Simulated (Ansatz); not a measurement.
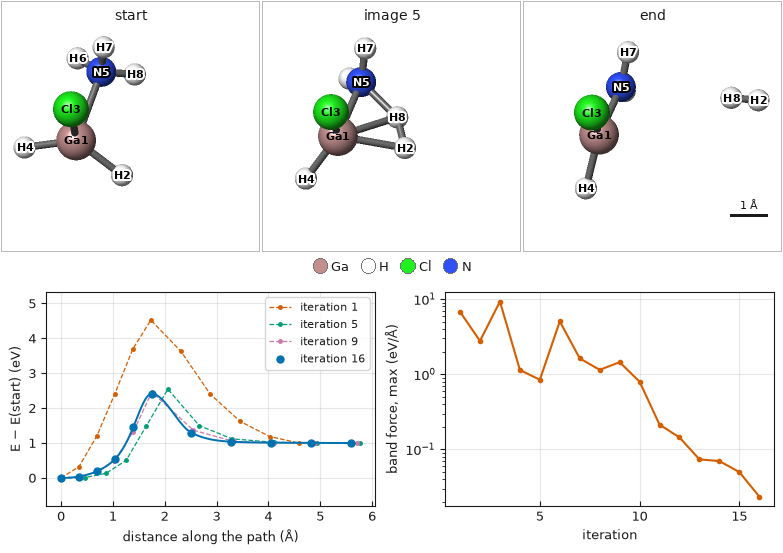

A nudged-elastic-band calculation for GaNH5Cl. Images are numbered from 0 (start) to 10 (end). The plot follows the band through its iterations. A ball-and-stick model, seen from a free direction.

Theory: RHF/def2-SVP in Ansatz 0.2.0. Settings: 9 movable images; climbing image; force threshold 0.03 eV/Å; iteration limit 60; spring constant 0.1 eV/Å²; starting path through a guess of the saddle point.

How did the profile develop, and is the result final?

The run is converged, with reservations. The band converged in 16 iterations. The largest component of the band force went from 6.8 to 0.024 eV/Å. The climbing image converged on the top of the path. Its curvatures weren't checked. The spring constant is far from the usual few eV/Å², which spoils the spacing or the steps. The first iteration put the highest image at 4.52 eV. Forward barrier 2.41 eV, backward barrier 1.42 eV, with image 5 at the top; the reaction energy is +1.00 eV.

Limits of the set-up: Hartree-Fock leaves out electron correlation.

The run took 4.2 min on 1 thread of Arm Neoverse V1, on a shared host, peak memory 0.19 GiB.
